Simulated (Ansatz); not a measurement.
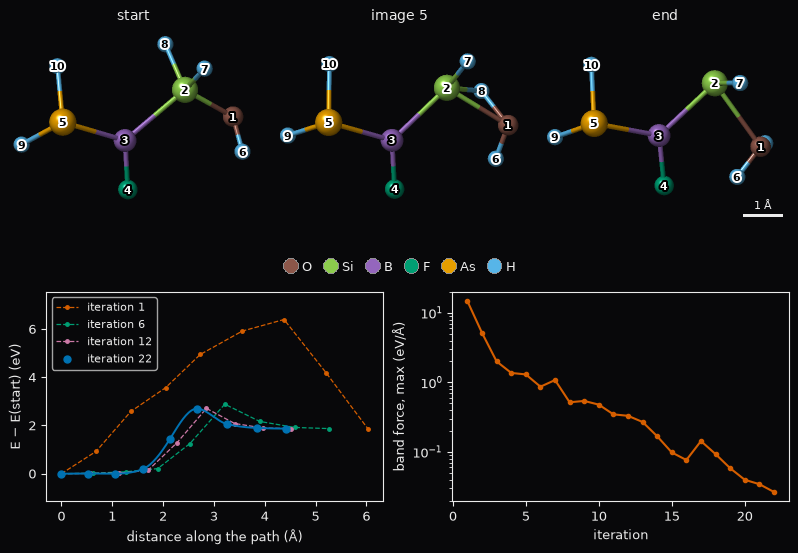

NEB run on BSiAsH$_{5}$OF. Images are numbered from 0 (start) to 8 (end). The plot follows the band through its iterations. A ball-and-stick model, seen at a tilt.

Method: RKS revPBE/def2-SVP in Ansatz. Set-up: 7 movable images; climbing image; force threshold 0.03 eV/Å; iteration limit 60; starting path through a guess of the saddle point.

Did the band converge, and can the barrier be trusted?

Answer. The result is final at these settings. The band converged in 22 iterations. The largest component of the band force went from 15 to 0.027 eV/Å. The climbing image converged on the top of the path. Its vibrational analysis gives one imaginary mode (1278i cm⁻¹), as a transition state must have. The first iteration put the highest image at 6.40 eV. The highest point, image 5, lies 2.70 eV above the start and 0.83 eV above the end; the end is at +1.87 eV relative to the start.
